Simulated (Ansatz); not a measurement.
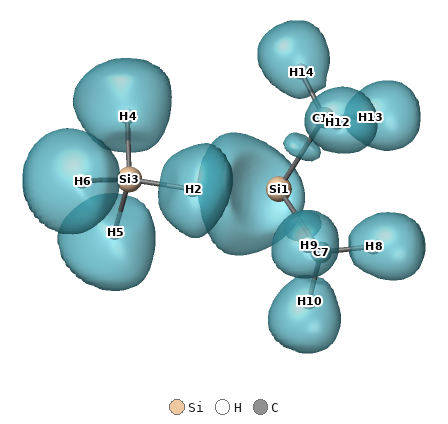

Figure. C$_{2}$H$_{6}$Si···SiH$_{4}$. Isosurface of the electron localisation function at 0.9 (cyan), seen at a tilt. Only the valence region is drawn (cores and ρ < 0.01 e/Å³ removed).

The calculation used Ansatz, RKS r2SCAN-D4/6-31G*.

Input

```
crystal:
  periodic: [false, false, false]
  atoms:
    - { symbol: Si, position_ang: [0.0, 0.0, 0.0] }
    - { symbol: H, position_ang: [0.6135, 0.0, 1.5424] }
    - { symbol: Si, position_ang: [2.355, 0.0, 0.5572] }
    - { symbol: H, position_ang: [2.8123, -1.3762, 0.3886] }
    - { symbol: H, position_ang: [2.4188, 0.6939, -0.7257] }
    - { symbol: H, position_ang: [3.2126, 0.6823, 1.522] }
    - { symbol: C, position_ang: [-0.8808, 1.5259, -0.6227] }
    - { symbol: H, position_ang: [-1.9334, 1.2723, -0.8671] }
    - { symbol: H, position_ang: [-0.8624, 2.3106, 0.1622] }
    - { symbol: H, position_ang: [-0.3704, 1.9025, -1.5336] }
    - { symbol: C, position_ang: [-0.8808, -1.5259, -0.6227] }
    - { symbol: H, position_ang: [-1.3804, -2.0377, 0.2261] }
    - { symbol: H, position_ang: [-1.6409, -1.2332, -1.3768] }
    - { symbol: H, position_ang: [-0.1449, -2.2146, -1.0879] }
basis:
  gaussian: { orbitals: "6-31G*" }
hamiltonian:
  xc: r2scan
  dispersion: d4
relax:
  f_tol: 0.15
  max_steps: 25
  restrain:
    - { distance: [1, 2], at: 1.46, k: 30.0 }
    - { distance: [0, 1], at: 2.66, k: 30.0 }
    - { distance: [0, 2], at: 3.42, k: 30.0 }
output:
  orbitals: {}
```

Launched as:

```sh
ansatz run input.yaml --threads 2 --pin off --max-ram 3072MiB --backend cpu --events-out ev --progress --plain --runs-dir out
```

The fields are those of the run's last geometry, not of the input's.

Where are the electrons localised?

The surface consists of two regions between bonded C–Si atoms (shared pairs), ten regions around hydrogen nuclei and one lobe on Si, pointing away from the bonds (lone pairs). Along the contacts the grid gives the following. Si1···Si3 (3.42 Å): the ELF dips to about 0.10 between them. C–Si (1.91 Å): the ELF peaks at about 0.95 between the atoms; a covalent bond.
